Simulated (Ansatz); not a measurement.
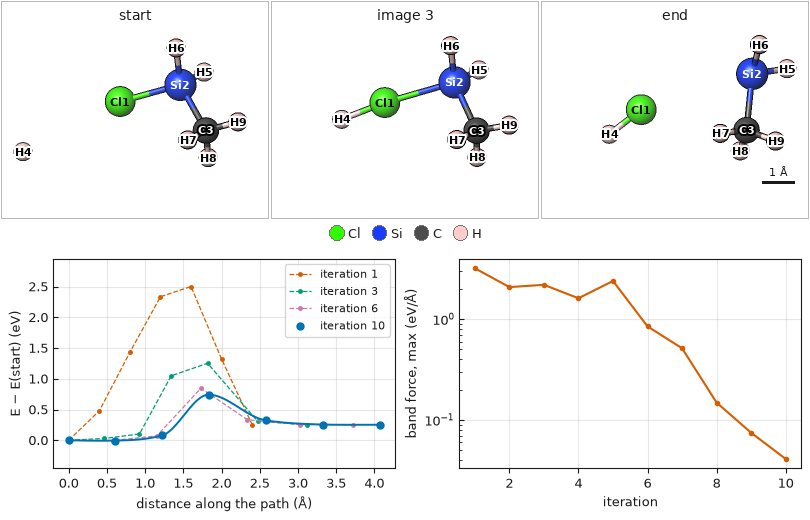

A search for the minimum-energy path of CH$_{6}$ClSi (multiplicity 2), made up of CH5ClSi and H by the nudged elastic band. Images are numbered from 0 (start) to 6 (end). The plot follows the band through its iterations. A ball-and-stick model, seen at a tilt.

Level of theory: UKS PBE0-D4/def2-SVP (Ansatz).

Input file:
```yaml
crystal:
  periodic: [false, false, false]
  atoms:
    - {symbol: Cl, position_ang: [0.791670, -0.047056, 1.653550]}
    - {symbol: Si, position_ang: [-0.322074, -0.855054, 0.117733]}
    - {symbol: C, position_ang: [-0.458083, 0.373903, -1.267852]}
    - {symbol: H, position_ang: [2.740307, 1.947476, 3.806849]}
    - {symbol: H, position_ang: [0.366410, -2.094467, -0.318387]}
    - {symbol: H, position_ang: [-1.653374, -1.198368, 0.674621]}
    - {symbol: H, position_ang: [-0.947109, 1.288692, -0.927025]}
    - {symbol: H, position_ang: [0.529993, 0.633334, -1.653270]}
    - {symbol: H, position_ang: [-1.047840, -0.048459, -2.086219]}
basis:
  gaussian: {orbitals: def2-SVP}
magnetization: {spin_polarized: true, initial_magnetization: 1}
hamiltonian: {xc: pbe0, dispersion: d4}
neb:
  images: 5
  climbing: true
  max_iterations: 40
  initial_path: idpp
  final_atoms:
    - {symbol: Cl, position_ang: [1.531050, 0.939919, 2.263175]}
    - {symbol: Si, position_ang: [-0.587669, -1.276319, -0.031362]}
    - {symbol: C, position_ang: [-0.318007, 0.336775, -0.945797]}
    - {symbol: H, position_ang: [2.189358, 1.967005, 2.651411]}
    - {symbol: H, position_ang: [0.005729, -2.434137, -0.758855]}
    - {symbol: H, position_ang: [-2.033298, -1.537721, 0.221147]}
    - {symbol: H, position_ang: [-0.732676, 1.173429, -0.380566]}
    - {symbol: H, position_ang: [0.747578, 0.522311, -1.092434]}
    - {symbol: H, position_ang: [-0.802164, 0.308741, -1.926719]}
```

Run as
```bash
ansatz run in.yaml --threads 4 --pin off --events-out ev --progress --plain --max-ram 9574MiB
```

Did the band converge, and can the barrier be trusted?

The run is converged, with reservations. The band converged in 10 iterations. The largest component of the band force went from 3.2 to 0.041 eV/Å. The climbing image converged on the top of the path. Its curvatures weren't checked. The largest force component is 0.27 eV/Å at the start and 0.29 eV/Å at the end; an end with forces this large is no minimum, and the barrier measured from it can be far off. The first iteration put the highest image at 2.50 eV. The energy climbs by 0.74 eV to image 3 and then falls by 0.49 eV, so the end point sits at +0.25 eV. Image 1 lies below both ends, at 0.00 eV, so an end isn't at the bottom of its valley.

Limits of the set-up: the start holds two separate molecules, 3.5 Å apart at their closest, whose relative position is a soft coordinate.
